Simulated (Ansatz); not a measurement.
# C2H3SSi (charge -1): shift of H6 from C1 to C2, part 1 of 2

How high is the barrier for the shift of H6 from C1 to C2? Relax the two ends, then run a nudged elastic band between them. SMILES of the start: CC#[Si][S-].

Program: Ansatz 0.2.0. Level of theory: RKS B3LYP-D4/def2-SVP. These are calculated values, not measurements.

## Step 1: Starting point

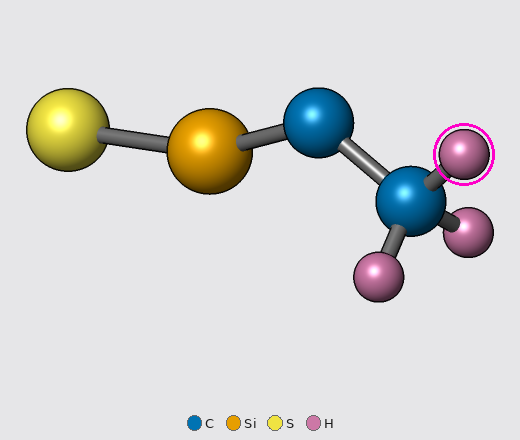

Start, viewed from a free direction; carbon blue, silicon amber, sulfur yellow, hydrogen pink. Ringed: H6.

Structure file:

```xyz
7

C     0.2545    1.0934    0.2400
C    -0.5266   -0.1773    0.4465
Si   -0.3869   -1.6688   -0.3757
S    -0.7114   -3.6093   -0.9153
H     0.1130    1.5466   -0.7532
H    -0.0826    1.8357    0.9754
H     1.3399    0.9796    0.3824
```

## Step 2: Relaxing end A

input.yaml

```yaml
crystal:
  periodic: [false, false, false]
  atoms:
    - { symbol: C, position_ang: [0.25454, 1.09343, 0.24] }
    - { symbol: C, position_ang: [-0.52656, -0.17727, 0.44646] }
    - { symbol: Si, position_ang: [-0.38694, -1.66877, -0.37574] }
    - { symbol: S, position_ang: [-0.71135, -3.60932, -0.91529] }
    - { symbol: H, position_ang: [0.113, 1.54663, -0.75325] }
    - { symbol: H, position_ang: [-0.0826, 1.83568, 0.97537] }
    - { symbol: H, position_ang: [1.33991, 0.97961, 0.38244] }
total_charge: -1
basis:
  gaussian: { orbitals: def2-SVP }
hamiltonian:
  xc: b3lyp
  dispersion: d4
relax:
  f_tol: 0.02
  max_steps: 50
```

Launch:

```
$ ansatz run input.yaml --threads 1 --pin off --max-ram 2048MiB --backend cpu --events-out ev --progress --plain --runs-dir out
```

The program printed (excerpt; [...] marks lines left out):

```text
Warning: RAYON_NUM_THREADS=1 ignored (pool sized by the plan → 1); use --threads N
[...]
Functional definition: B3LYP
[...]
835 factors; integrals over basis functions are off by at most 3.4e-4 eV
[...]
mean field -20828.11402751 eV, -765.4190727081 hartree, gradient 2.3e-5 eV, S^2 0.000000; 0 other end points of the search recorded, 0 dependent functions left out
[...]
reference -20828.11423519 eV, -765.4190803404 hartree; 23, 23 occupied and 56, 56 virtual orbitals, 835 factors
relax step   1: F+E_penalty+E_count = -20828.40831585 eV  Δ(F+E_penalty+E_count) = +0.000e0 eV  max|allowed force component| = 1.300e0 eV/Å  Δτ_max = 0.0000 Å  (28 SCF iters, accepted)
[...]
Total energy: -20828.66412031 eV, -765.4392882457 hartree
Atom 0 at     0.274437     1.118475     0.232997 Å, force    -0.002448    -0.002403     0.000738 eV/Å
Atom 1 at    -0.215141    -0.267400     0.108902 Å, force     0.001690     0.004537     0.000169 eV/Å
Atom 2 at    -0.317891    -1.779548    -0.501169 Å, force    -0.000913     0.000520     0.001603 eV/Å
Atom 3 at    -0.968310    -3.682822    -0.695709 Å, force    -0.001187    -0.006203    -0.001794 eV/Å
Atom 4 at     0.115254     1.746754    -0.672054 Å, force     0.001952     0.001875    -0.002571 eV/Å
Atom 5 at    -0.246478     1.659392     1.054554 Å, force    -0.002366     0.000287     0.003103 eV/Å
Atom 6 at     1.358130     1.205139     0.472470 Å, force     0.003273     0.001387    -0.001249 eV/Å
Dipole moment:     0.175950     0.363003    -0.020220 e Å
```

Run time: 18 s. Hardware: 1 thread of Arm Neoverse V2, shared host; peak memory 0.15 GiB.

Step by step:

```tsv
step	energy from step 1 (eV)	largest force component (eV/Å)
1	0.0000	1.3004
2	-0.1194	0.7648
3	-0.2042	1.1653
4	-0.2388	0.8103
5	-0.2551	0.0852
6	-0.2555	0.0319
7	-0.2556	0.0062
```

Step 1 is the start.

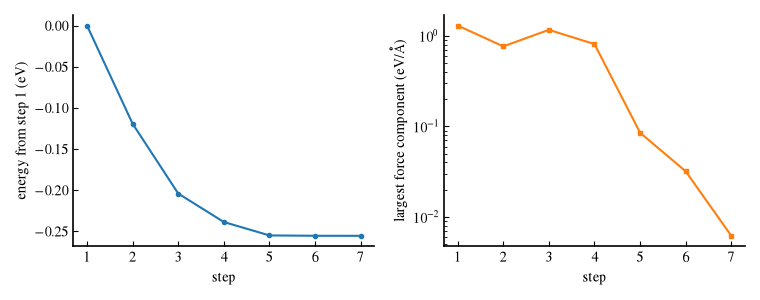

How energy and force went from step to step.

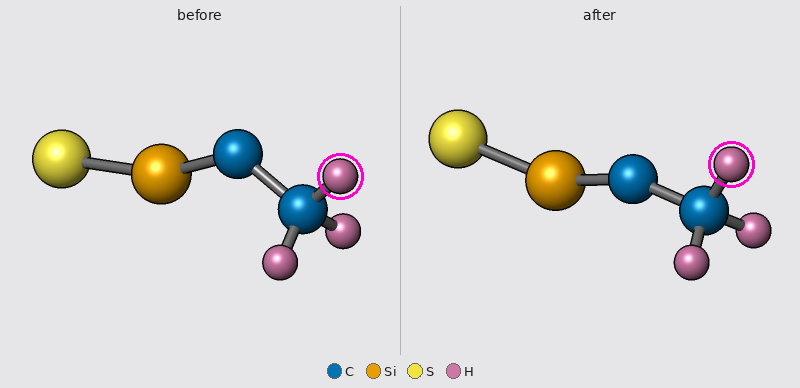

Before and after, at one scale.

After: Bond lengths: C1–C2 1.475 Å, C2–Si3 1.634 Å, Si3–S4 2.021 Å, C1–H5 1.113 Å, C1–H6 1.113 Å, C1–H7 1.113 Å. Angles: C1–C2–Si3 157.2°, C2–C1–H5 114.5°, C2–C1–H6 111.3°, C2–C1–H7 114.5°, H5–C1–H6 105.0°, H5–C1–H7 105.7°, H6–C1–H7 105.0°, C2–Si3–S4 158.1°.

## Step 3: End point B

The second end starts from a geometry with the move made by hand.

Edit input.yaml of step 2 so:

```diff
@@ -8,3 +8,3 @@
     - { symbol: H, position_ang: [0.113, 1.54663, -0.75325] }
-    - { symbol: H, position_ang: [-0.0826, 1.83568, 0.97537] }
+    - { symbol: H, position_ang: [-1.08933, 0.30424, 1.24617] }
     - { symbol: H, position_ang: [1.33991, 0.97961, 0.38244] }
@@ -19 +19,3 @@
   max_steps: 50
+output:
+  orbitals: {}
```

Launch:

```
$ ansatz run input.yaml --threads 1 --pin off --max-ram 2048MiB --backend cpu --events-out ev --progress --plain --runs-dir out
```

The program printed (excerpt; [...] marks lines left out):

```text
Warning: RAYON_NUM_THREADS=1 ignored (pool sized by the plan → 1); use --threads N
[...]
[... 1 set-up line as earlier in the session ...]
[...]
837 factors; integrals over basis functions are off by at most 4.4e-4 eV
[...]
mean field -20825.73752649 eV, -765.3317379066 hartree, gradient 1.8e-5 eV, S^2 0.000000; 0 other end points of the search recorded, 0 dependent functions left out
[...]
reference -20825.73774268 eV, -765.3317458515 hartree; 23, 23 occupied and 56, 56 virtual orbitals, 837 factors
[...]
Atom 2 at     0.342328    -1.871584    -0.549139 Å, force     0.011680    -0.000394    -0.004038 eV/Å
Atom 3 at    -1.191933    -3.204190    -0.234888 Å, force    -0.003994     0.003807     0.001611 eV/Å
Atom 4 at    -0.055975     1.926034     0.512263 Å, force     0.000932    -0.003231     0.001490 eV/Å
Atom 5 at    -1.403720    -0.157418     0.541608 Å, force     0.000587     0.003989     0.000734 eV/Å
Atom 6 at     1.353653     0.989737    -0.265083 Å, force     0.000875    -0.002211     0.001282 eV/Å
Dipole moment:    -0.014321     0.662191     0.159762 e Å
```

Run time: 49 s. Hardware: 1 thread of Arm Neoverse V2, shared host; peak memory 0.14 GiB.

Step by step:

```tsv
step	energy from step 1 (eV)	largest force component (eV/Å)
1	0.0000	2.8685
2	-0.5430	3.4391
3	-1.0707	3.4362
4	-1.7003	3.1247
5	-2.4686	2.4881
6	-3.0435	1.4314
7	-3.4266	1.0272
8	-3.7082	1.2923
9	-3.9269	1.5645
10	-4.0647	0.8887
11x	-4.0474	0.7326
12	-4.1196	0.2924
13	-4.1210	0.2109
14	-4.1340	0.0973
15	-4.1351	0.0757
16	-4.1361	0.0137
17	-4.1363	0.0252
18x	-4.1362	0.0223
19	-4.1363	0.0117
```

Step 1 is the start. 2 steps were tried and not accepted (11, 18; marked x where the table lists them).

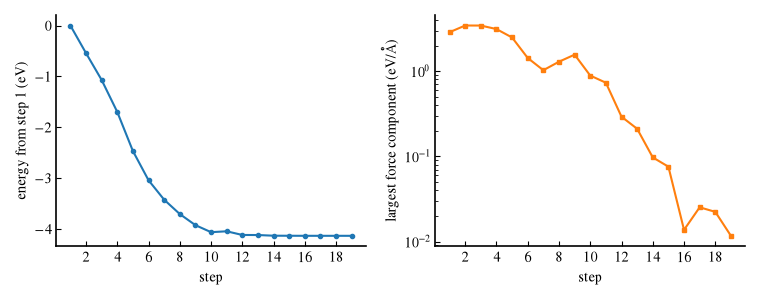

How energy and force went from step to step.

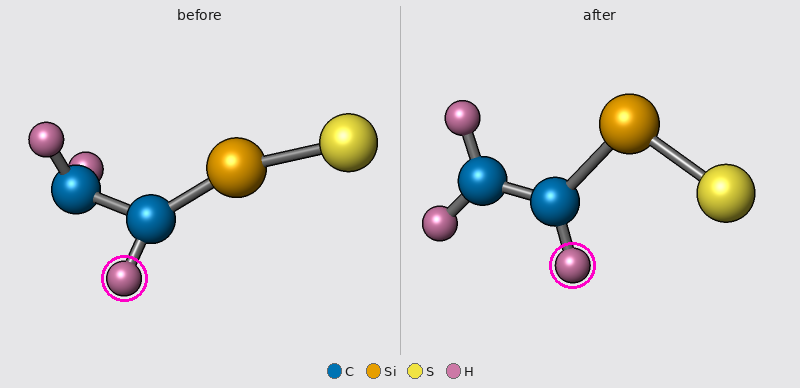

Before and after, at one scale.

After: Bond lengths: C1–C2 1.344 Å, C2–Si3 1.962 Å, Si3–S4 2.056 Å, C1–H5 1.102 Å, C2–H6 1.104 Å, C1–H7 1.101 Å. Angles: C1–C2–Si3 122.8°, C1–C2–H6 118.1°, Si3–C2–H6 119.1°, C2–C1–H5 124.0°, C2–C1–H7 120.5°, H5–C1–H7 115.4°, C2–Si3–S4 103.4°.

## Step 4: Nudged elastic band

crystal.atoms is end A as relaxed above, and neb.final_atoms is end B, turned to lie on A. With 9 inner images the band has 11 in all. The start path is listed, through a guess of the saddle.

input.yaml

```yaml
crystal:
  periodic: [false, false, false]
  atoms:
    - { symbol: C, position_ang: [0.274437, 1.118475, 0.232997] }
    - { symbol: C, position_ang: [-0.215141, -0.2674, 0.108902] }
    - { symbol: Si, position_ang: [-0.317891, -1.779548, -0.501169] }
    - { symbol: S, position_ang: [-0.96831, -3.682822, -0.695709] }
    - { symbol: H, position_ang: [0.115254, 1.746754, -0.672054] }
    - { symbol: H, position_ang: [-0.246478, 1.659392, 1.054554] }
    - { symbol: H, position_ang: [1.35813, 1.205139, 0.47247] }
total_charge: -1
basis:
  gaussian: { orbitals: def2-SVP }
hamiltonian:
  xc: b3lyp
  dispersion: d4
neb:
  order_check: false
  images: 9
  f_tol: 0.05
  max_iterations: 60
  final_atoms:
    - { symbol: C, position_ang: [0.5824308, 1.1345685, 0.07710914] }
    - { symbol: C, position_ang: [-0.23929958, 0.07084135, 0.05636049] }
    - { symbol: Si, position_ang: [0.37560187, -1.7380083, -0.38974022] }
    - { symbol: S, position_ang: [-1.32660377, -2.87778956, -0.21101172] }
    - { symbol: H, position_ang: [0.26002617, 2.15822017, 0.32661721] }
    - { symbol: H, position_ang: [-1.3028433, 0.23077442, 0.30559722] }
    - { symbol: H, position_ang: [1.65068881, 1.02138341, -0.16494111] }
  initial_path:
    images:
      - { positions_ang: [[0.274437, 1.118475, 0.232997], [-0.215141, -0.2674, 0.108902], [-0.317891, -1.779548, -0.501169], [-0.96831, -3.682822, -0.695709], [0.115254, 1.746754, -0.672054], [-0.246478, 1.659392, 1.054554], [1.35813, 1.205139, 0.47247]] }
      - { positions_ang: [[0.30068152, 1.13685558, 0.214703], [-0.25689106, -0.21646435, 0.17314839], [-0.32974628, -1.73252431, -0.46613896], [-0.93555386, -3.64432955, -0.70959074], [0.14266022, 1.72231545, -0.7110205], [-0.30544536, 1.55931852, 1.06968651], [1.38429582, 1.17481865, 0.4292033]] }
      - { positions_ang: [[0.32692604, 1.15523616, 0.196409], [-0.29864112, -0.16552871, 0.23739478], [-0.34160155, -1.68550062, -0.43110892], [-0.90279773, -3.60583709, -0.72347247], [0.17006645, 1.6978769, -0.74998701], [-0.36441273, 1.45924505, 1.08481903], [1.41046165, 1.14449831, 0.38593659]] }
      - { positions_ang: [[0.35317055, 1.17361674, 0.17811499], [-0.34039118, -0.11459306, 0.30164117], [-0.35345683, -1.63847693, -0.39607888], [-0.87004159, -3.56734464, -0.73735421], [0.19747267, 1.67343835, -0.78895351], [-0.42338009, 1.35917157, 1.09995154], [1.43662747, 1.11417796, 0.34266989]] }
      - { positions_ang: [[0.37941507, 1.19199732, 0.15982099], [-0.38214124, -0.06365741, 0.36588756], [-0.3653121, -1.59145324, -0.36104884], [-0.83728546, -3.52885219, -0.75123594], [0.2248789, 1.6489998, -0.82792001], [-0.48234746, 1.2590981, 1.11508406], [1.46279329, 1.08385762, 0.29940319]] }
      - { positions_ang: [[0.40565959, 1.2103779, 0.14152699], [-0.4238913, -0.01272176, 0.43013395], [-0.37716738, -1.54442954, -0.3260188], [-0.80452932, -3.49035973, -0.76511768], [0.25228512, 1.62456125, -0.86688652], [-0.54131482, 1.15902462, 1.13021657], [1.48895911, 1.05353727, 0.25613648]] }
      - { positions_ang: [[0.44101383, 1.19521602, 0.12864342], [-0.38697295, 0.00399086, 0.35537926], [-0.22661353, -1.5831453, -0.33876308], [-0.90894421, -3.3678457, -0.65429649], [0.25383333, 1.73129303, -0.62818577], [-0.69362052, 0.97337458, 0.9652927], [1.52130505, 1.0471065, 0.17192096]] }
      - { positions_ang: [[0.47636807, 1.18005414, 0.11575985], [-0.35005461, 0.02070348, 0.28062457], [-0.07605968, -1.62186105, -0.35150737], [-1.0133591, -3.24533167, -0.5434753], [0.25538154, 1.83802482, -0.38948503], [-0.84592622, 0.78772454, 0.80036883], [1.55365099, 1.04067573, 0.08770545]] }
      - { positions_ang: [[0.51172231, 1.16489226, 0.10287628], [-0.31313626, 0.03741611, 0.20586987], [0.07449417, -1.6605768, -0.36425165], [-1.11777399, -3.12281763, -0.43265411], [0.25692975, 1.9447566, -0.15078428], [-0.99823191, 0.6020745, 0.63544496], [1.58599693, 1.03424496, 0.00348993]] }
      - { positions_ang: [[0.54707656, 1.14973038, 0.08999271], [-0.27621792, 0.05412873, 0.13111518], [0.22504802, -1.69929255, -0.37699593], [-1.22218888, -3.0003036, -0.32183291], [0.25847796, 2.05148839, 0.08791646], [-1.15053761, 0.41642446, 0.47052109], [1.61834287, 1.02781418, -0.08072559]] }
      - { positions_ang: [[0.5824308, 1.1345685, 0.07710914], [-0.23929958, 0.07084135, 0.05636049], [0.37560187, -1.7380083, -0.38974022], [-1.32660377, -2.87778956, -0.21101172], [0.26002617, 2.15822017, 0.32661721], [-1.3028433, 0.23077442, 0.30559722], [1.65068881, 1.02138341, -0.16494111]] }
```

Launch:

```
$ ansatz run input.yaml --threads 1 --pin off --max-ram 2048MiB --backend cpu --events-out ev --progress --plain --runs-dir out
```

The program printed (excerpt; [...] marks lines left out):

```text
Warning: RAYON_NUM_THREADS=1 ignored (pool sized by the plan → 1); use --threads N
[...]
[... 1 set-up line as earlier in the session ...]
[...]
837 factors; integrals over basis functions are off by at most 3.3e-4 eV
[...]
mean field -20828.37385911 eV, -765.4286213435 hartree, gradient 2.7e-5 eV, S^2 0.000000; 0 other end points of the search recorded, 0 dependent functions left out
[...]
reference -20828.37407436 eV, -765.4286292538 hartree; 23, 23 occupied and 56, 56 virtual orbitals, 837 factors
[...]
837 factors; integrals over basis functions are off by at most 8.5e-4 eV
[...]
mean field -20825.81204430 eV, -765.3344763858 hartree, gradient 3.8e-5 eV, S^2 0.000000; 0 other end points of the search recorded, 0 dependent functions left out
[...]
reference -20825.81226303 eV, -765.3344844239 hartree; 23, 23 occupied and 56, 56 virtual orbitals, 837 factors
[...]
NEB iter   1: max|band force component| = 1.746e1 eV/Å  barrier→ = 4.2499 eV  barrier← = 5.7673 eV  Δτ_max = 0.1947 Å  (319 SCF iters)
```

## Step 5: More of the same log: band between the two ends

Output, continued (excerpt; [...] marks lines left out):

```text
NEB iter   2: max|band force component| = 3.358e0 eV/Å  barrier→ = 2.4744 eV  barrier← = 3.9918 eV  Δτ_max = 0.1888 Å  (296 SCF iters)
[...]
NEB iter  10: max|band force component| = 2.119e-1 eV/Å  barrier→ = 1.6253 eV  barrier← = 3.1427 eV  CI = image 5  Δτ_max = 0.0263 Å  (277 SCF iters)
[...]
NEB iter  18: max|band force component| = 1.895e-1 eV/Å  barrier→ = 1.5806 eV  barrier← = 3.0979 eV  CI = image 5  Δτ_max = 0.0364 Å  (280 SCF iters)
[...]
Atom 3 at    -1.004986    -2.507785     0.532116 Å, force     0.000077     0.000076     0.000061 eV/Å
Atom 4 at     0.015882     2.019587     0.183885 Å, force     0.000099     0.000075     0.000071 eV/Å
Atom 5 at    -0.718427     0.386850     0.364791 Å, force     0.000008    -0.000199     0.000319 eV/Å
Atom 6 at     1.340283     0.836150     0.674126 Å, force    -0.000004    -0.000085     0.000208 eV/Å
Dipole moment:     0.235271     0.710153     0.271030 e Å
this run last wrote the band of iteration 33 to <dir>
```

It took 11 min on 1 thread of Arm Neoverse V2, shared host; peak memory 0.15 GiB.

## Step 6: The band, image by image

Images 0 and 10 are the ends. Energies count from image 0; the path length is the program's own measure over all atoms.

```tsv
image	path (Å)	energy (eV)	H6–C1 (Å)	H6–C2 (Å)	band force (eV/Å)
0	0.000	0.0000	1.11	2.15	-
1	0.752	0.0881	1.11	2.14	0.015
2	1.504	0.4807	1.11	2.06	0.014
3	2.255	0.9124	1.12	1.96	0.015
4	3.007	0.9248	1.10	1.90	0.034
5*	3.758	1.5302	1.30	1.32	0.001
6	4.255	0.2537	1.68	1.12	0.001
7	4.752	-1.1201	1.96	1.09	0.001
8	5.249	-1.4632	2.08	1.10	0.000
9	5.746	-1.5071	2.10	1.10	0.000
10	6.244	-1.5174	2.10	1.10	-
```

The star marks the climbing image.

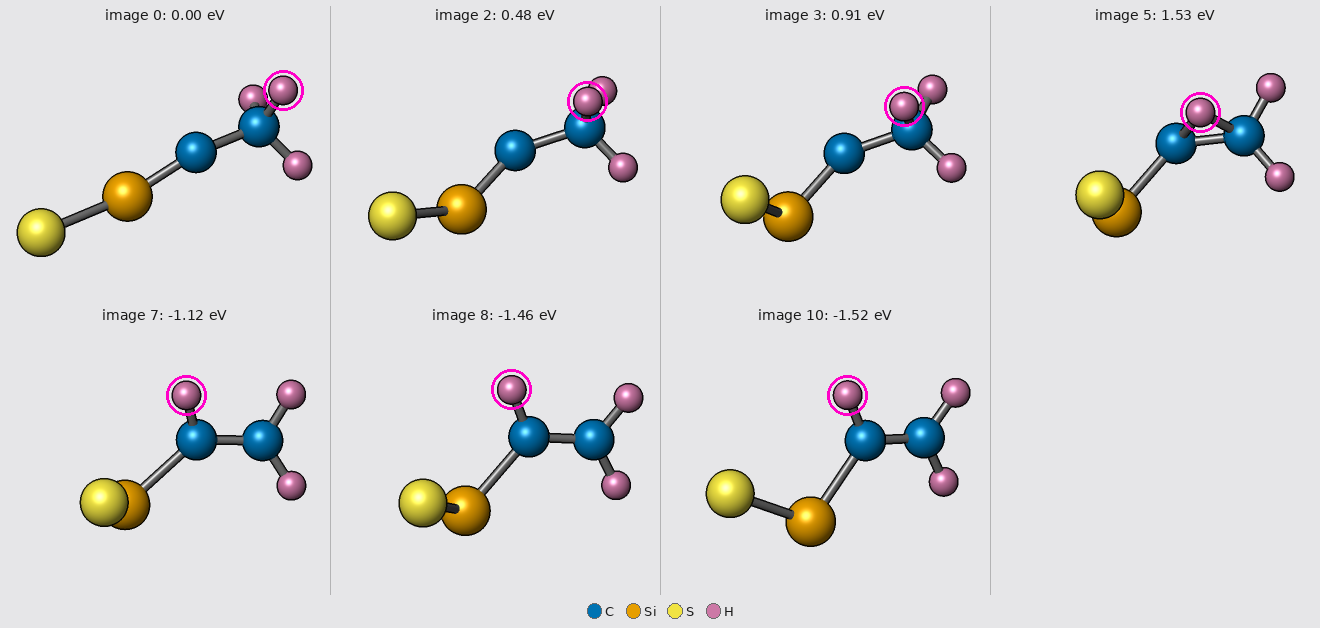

The images of the last band, seen from a free direction. Ringed: H6. Sticks join atoms closer than a bonding distance in each image.

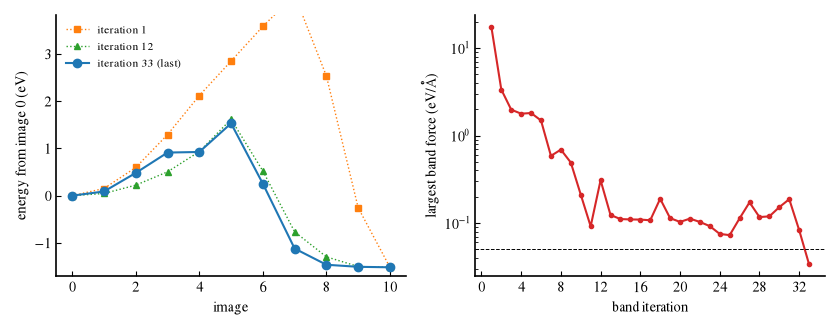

Left: energy of each image for early iterations and the last one (lines only join the points; early values far above the last band run off the scale). Right: the largest band force by iteration, with the threshold dashed.

The top of the band by iteration:

```tsv
iteration	highest image above image 0 (eV)	largest band force (eV/Å)
1	4.2499	17.462
4	1.6743	1.779
7	1.6294	0.586
10	1.6253	0.212
13	1.6132	0.124
16	1.5977	0.110
19	1.5764	0.114
22	1.5491	0.103
25	1.5312	0.073
28	1.5302	0.117
31	1.5302	0.187
33	1.5302	0.034
```

The band as a trajectory file:

```xyz
7
image=0 dE=0.0000
C     0.274    1.118    0.233
C    -0.215   -0.267    0.109
Si   -0.318   -1.780   -0.501
S    -0.968   -3.683   -0.696
H     0.115    1.747   -0.672
H    -0.246    1.659    1.055
H     1.358    1.205    0.472
7
image=1 dE=0.0881
C     0.266    1.116    0.177
C    -0.187   -0.163   -0.409
Si   -0.194   -1.804   -0.383
S    -1.044   -3.632   -0.475
H     0.153    1.995   -0.497
H    -0.322    1.365    1.088
H     1.328    1.123    0.500
7
image=2 dE=0.4807
C     0.261    1.071    0.145
C    -0.126   -0.127   -0.615
Si    0.016   -1.791   -0.693
S    -1.144   -3.349   -0.085
H     0.150    2.058   -0.359
H    -0.433    1.090    1.015
H     1.276    1.047    0.594
7
image=3 dE=0.9124
C     0.256    0.999    0.131
C    -0.049   -0.131   -0.736
Si    0.182   -1.830   -0.961
S    -1.181   -2.875    0.223
H     0.085    2.032   -0.249
H    -0.520    0.823    0.914
H     1.225    0.982    0.678
7
image=4 dE=0.9248
C     0.228    0.902    0.148
C    -0.013   -0.162   -0.828
Si    0.265   -1.866   -1.168
S    -1.081   -2.303    0.436
H     0.013    1.959   -0.121
H    -0.600    0.597    0.811
H     1.187    0.872    0.722
7
image=5 dE=1.5302
C     0.400    0.978    0.082
C    -0.155    0.050   -0.785
Si    0.122   -1.763   -1.052
S    -1.005   -2.508    0.532
H     0.016    2.020    0.184
H    -0.718    0.387    0.365
H     1.340    0.836    0.674
7
image=6 dE=0.2537
C     0.535    1.031    0.070
C    -0.215    0.087   -0.550
Si    0.035   -1.727   -1.101
S    -0.951   -2.570    0.508
H     0.043    1.979    0.359
H    -0.979    0.324    0.230
H     1.532    0.876    0.484
7
image=7 dE=-1.1201
C     0.589    1.056    0.115
C    -0.228    0.094   -0.345
Si   -0.003   -1.690   -1.073
S    -0.946   -2.676    0.469
H     0.142    1.972    0.528
H    -1.222    0.310    0.057
H     1.667    0.934    0.248
7
image=8 dE=-1.4632
C     0.585    1.078    0.136
C    -0.290    0.118   -0.210
Si    0.162   -1.668   -0.865
S    -1.050   -2.824    0.328
H     0.276    2.028    0.598
H    -1.353    0.323   -0.002
H     1.670    0.944    0.015
7
image=9 dE=-1.5071
C     0.584    1.114    0.105
C    -0.277    0.100   -0.090
Si    0.304   -1.694   -0.622
S    -1.218   -2.887    0.077
H     0.291    2.106    0.486
H    -1.342    0.276    0.139
H     1.659    0.985   -0.096
7
image=10 dE=-1.5174
C     0.582    1.135    0.077
C    -0.239    0.071    0.056
Si    0.376   -1.738   -0.390
S    -1.327   -2.878   -0.211
H     0.260    2.158    0.327
H    -1.303    0.231    0.306
H     1.651    1.021   -0.165
```

(Continued in part 2 of 2.)
